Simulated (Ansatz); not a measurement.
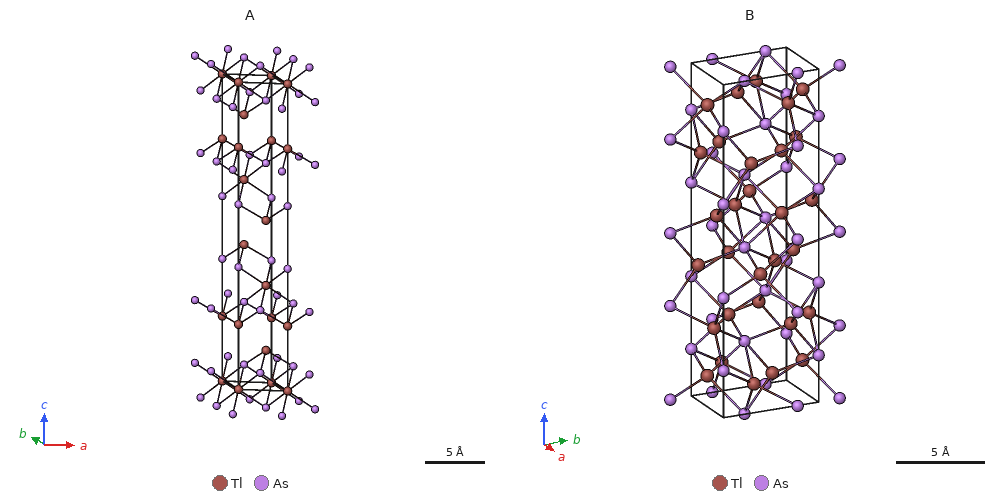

Two structures of Tl$_{3}$As$_{2}$, each relaxed to rest (conventional cells in solid outline, small ones repeated, not to one scale). Method: DFT PBE, scalar-relativistic, plane waves, PAW (Ansatz), without spin polarisation.

Identify the two structures.

Answer. A: 15 atoms a cell on a rhombohedral (trigonal R) lattice, R-3m. B: 30 atoms a cell on a rhombohedral (trigonal R) lattice, R-3c.

Which form lies lower?

Answer. B is lower, by 39 meV/atom at this level of theory (energies at zero smearing). Volumes: A 28.0, B 31.6 Å³/atom.

One or both may be structure types tried for this composition rather than known phases.
